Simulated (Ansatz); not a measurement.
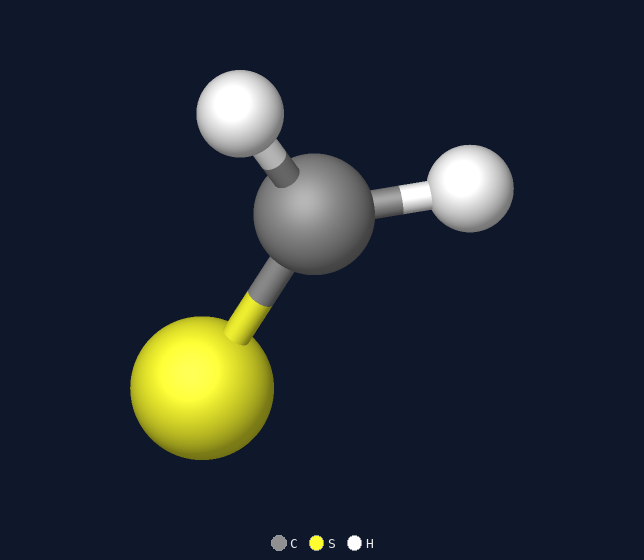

A ball-and-stick model of a molecule. Every bond is drawn as one stick, whatever its order.

The computed structure is the end point of a PBE0-D4/def2-TZVP optimisation.

Question: What is the molecular formula?

Answer: CH₂S, 4 atoms: 1 carbon, 2 hydrogen and 1 sulfur.

Question: Write the SMILES.

Answer: C=S

Question: How many sets of symmetry-equivalent atoms are there?

Answer: 3: 1 C, 1 S, 2 H.

The parts below concern this one geometry. Atoms keep their numbers from picture to picture.

### Geometry

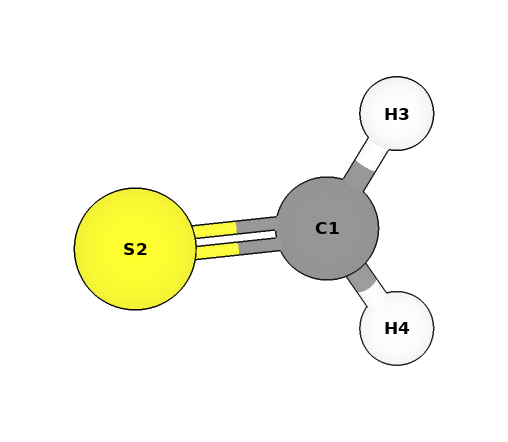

Question: What is the geometry at C1?

Answer: C1 has 3 neighbours (S2 at 1.60, H3 at 1.09, H4 at 1.09 Å); the arrangement is trigonal planar.

### Vibrations

Harmonic vibrations computed with RKS PBE0-D4/def2-TZVP (Ansatz 0.2.0) at a stationary point of the same level.

Question: How many vibrational modes are there, and where do they lie?

Answer: 6 modes: 1001, 1035, 1120, 1491, 3077, 3162 cm⁻¹.

### Dipole moment

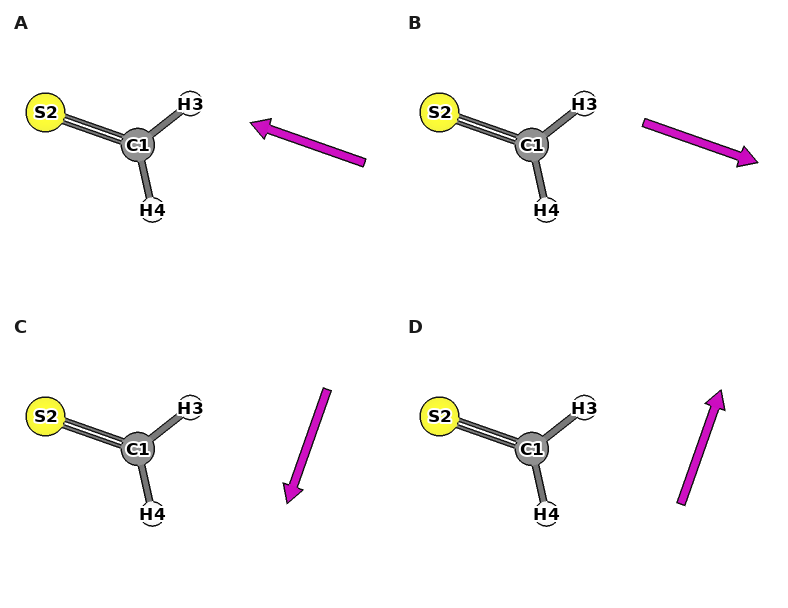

The same molecule four times, each with an arrow. Level of theory: RKS PBE0-D4/def2-TZVP (Ansatz 0.2.0).

Question: Which arrow points along the dipole moment, from the negative to the positive end?

Answer: B. The dipole moment is 1.73 D; it points from the side of S2 to the side of H3, H4 (the outermost atoms at the two ends).

### Charges

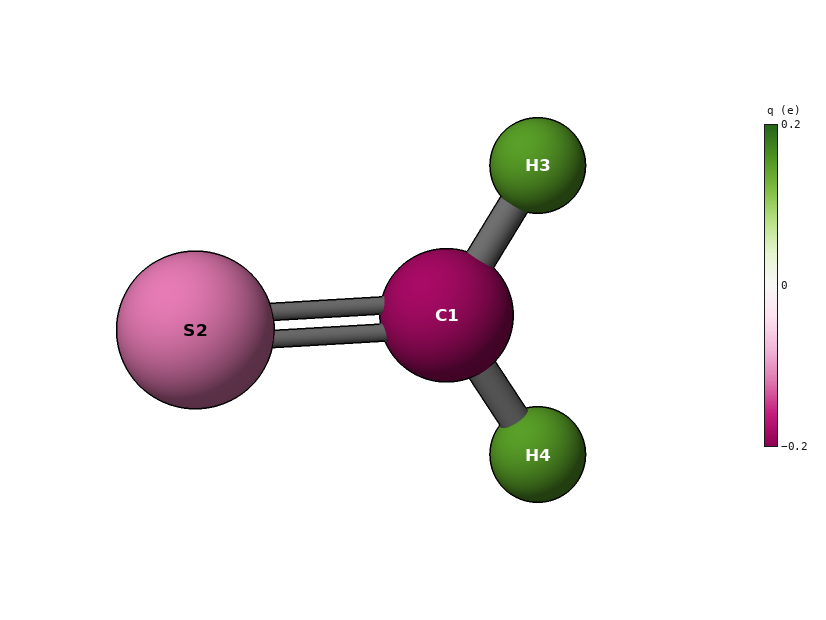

Atoms are coloured by their Mulliken charges. Level of theory: RKS PBE0-D4/def2-TZVP (Ansatz 0.2.0).

List the Mulliken charges.

```tsv
atom	value (e)
C1	−0.19
S2	−0.12
H3	0.15
H4	0.15
```

Mulliken values depend strongly on the basis set and can even reverse the polarity of a bond.
